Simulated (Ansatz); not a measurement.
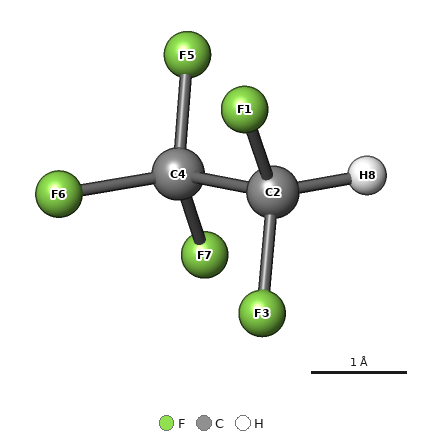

*The structure as given in the input (ball-and-stick view, seen at a tilt; atoms are numbered from 1 in the order of the input).*

Run report: C₂HF₅, frequency calculation

The run: frequency calculation of C₂HF₅, SMILES FC(F)C(F)(F)F. Method and program: HF/3-21G, RHF (Ansatz 0.2.0).

The geometry was optimised with HF/3-21G. Figures and captions count atoms from 1; the log counts them from 0 in places.

**Input**
```yaml
basis:
  gaussian:
    orbitals: 3-21G.json
crystal:
  periodic: [false, false, false]
  atoms:
    - {symbol: F, position_ang: [1.121678, -0.534702, 1.234702]}
    - {symbol: C, position_ang: [0.192059, -0.701883, 0.252689]}
    - {symbol: F, position_ang: [-0.930959, -1.256951, 0.788620]}
    - {symbol: C, position_ang: [-0.163091, 0.647048, -0.297189]}
    - {symbol: F, position_ang: [0.934452, 1.210391, -0.830621]}
    - {symbol: F, position_ang: [-0.654486, 1.461329, 0.644068]}
    - {symbol: F, position_ang: [-1.080159, 0.501288, -1.268918]}
    - {symbol: H, position_ang: [0.580496, -1.326521, -0.523340]}
hamiltonian:
  xc: hf
phonons:
  temperatures: {t_min: 298.15, t_max: 298.15, t_step: 1}
```

Hardware: 1 thread of Arm Neoverse V2, 24 GiB of memory available, shared host.

Command:
```bash
ansatz run job.yaml --threads 1 --pin off --max-ram 3480MiB --events-out events.jsonl --progress --plain --runs-dir runs
```

**The program's output**
```
Functional definition: HF
  name "HF"
  exchange = exact_x
  correlation = 0
771 factors; integrals over basis functions are off by at most 6.2e-4 eV
mean field evaluation 1: about -15516.2864 eV, gradient 4.7e1 eV
mean field evaluation 2: about -15516.6079 eV, gradient 4.8e1 eV
mean field evaluation 4: about -15521.6142 eV, gradient 3.2e0 eV
mean field evaluation 8: about -15521.6692 eV, gradient 1.5e-4 eV
mean field -15521.66924424 eV, -570.4108237606 hartree, gradient 1.9e-5 eV, S^2 0.000000; 0 other end points of the search recorded, 0 dependent functions left out
the calculation of the forces begins
reference -15521.66924424 eV, -570.4108237606 hartree; 29, 29 occupied and 36, 36 virtual orbitals, 771 factors
these checks for a lower state are left out or cut short: stability, starts, cluster_reference, orbital_swaps, neighbouring_geometries, increment
771 factors; integrals over basis functions are off by at most 6.2e-4 eV
mean field evaluation 16: about -15521.6692 eV, gradient 1.2e-2 eV
mean field -15521.66916599 eV, -570.4108208848 hartree, gradient 3.9e-6 eV, S^2 0.000000; 0 other end points of the search recorded, 0 dependent functions left out
[... from here on the field's lines of each further geometry are left out, up to the last ...]
the calculation of the forces begins
reference -15521.66917288 eV, -570.4108211382 hartree; 29, 29 occupied and 36, 36 virtual orbitals, 771 factors
these checks for a lower state are left out or cut short: stability, starts, cluster_reference, orbital_swaps, neighbouring_geometries, increment
771 factors; integrals over basis functions are off by at most 6.2e-4 eV
mean field -15521.66916599 eV, -570.4108208850 hartree, gradient 3.9e-6 eV, S^2 0.000000; 0 other end points of the search recorded, 0 dependent functions left out
the calculation of the forces begins
reference -15521.66916599 eV, -570.4108208850 hartree; 29, 29 occupied and 36, 36 virtual orbitals, 771 factors
Total energy: -15521.66924424 eV, -570.4108237606 hartree
Atom 0 at     1.121678    -0.534702     1.234702 Å, force     0.000086     0.000550    -0.000576 eV/Å
Atom 1 at     0.192059    -0.701883     0.252689 Å, force     0.000445    -0.001658     0.000680 eV/Å
Atom 2 at    -0.930959    -1.256951     0.788620 Å, force    -0.000180     0.000404    -0.000730 eV/Å
Atom 3 at    -0.163091     0.647048    -0.297189 Å, force     0.000355     0.000065    -0.001857 eV/Å
Atom 4 at     0.934452     1.210391    -0.830621 Å, force    -0.000352     0.000334    -0.000087 eV/Å
Atom 5 at    -0.654486     1.461329     0.644068 Å, force     0.000032    -0.000577     0.001050 eV/Å
Atom 6 at    -1.080159     0.501288    -1.268918 Å, force     0.000030     0.000497     0.000072 eV/Å
Atom 7 at     0.580496    -1.326521    -0.523340 Å, force    -0.000417     0.000384     0.001448 eV/Å
Dipole moment:     0.155742    -0.272109    -0.276043 e Å
Vibrations: 76.74 209.00 249.44 376.08 435.51 537.66 587.83 616.93 750.77 936.38 1225.49 1305.50 1364.38 1425.18 1481.29 1548.97 1608.46 3390.07 cm⁻¹, zero-point energy 1.123649 eV
```

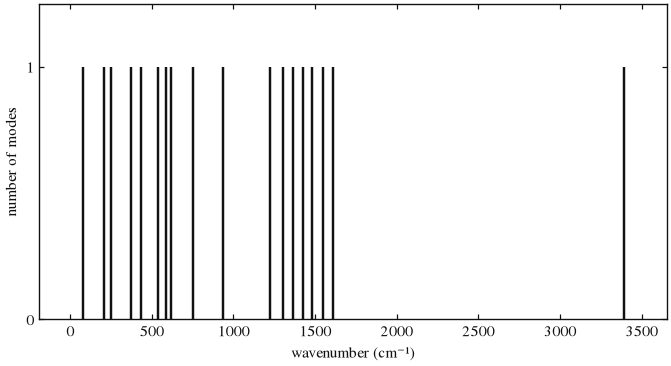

*Harmonic vibrational wavenumbers from the force constants; neighbouring modes closer than 15 cm⁻¹ are counted in one stick.*

18 modes from 77 to 3390 cm⁻¹, none imaginary.

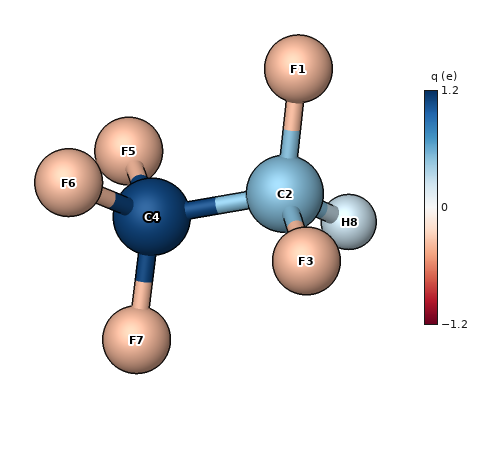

*Mulliken charges, as the colour of each atom (ball-and-stick view, seen at a tilt; atoms are numbered from 1 in the order of the input).*

By element: F −0.38 to −0.37, C +0.52 to +1.10 and H +0.26 e.

**Key numbers**

```csv
quantity,value
outcome,converged
total energy,−570.410824 hartree
basis functions,65
largest force,0.002 eV/Å
zero-point energy,0.041293 hartree
dipole moment,2.01 D
"wavenumbers, lowest and highest",77 and 3390 cm⁻¹
wall time,27 s
peak memory,0.12 GiB
```
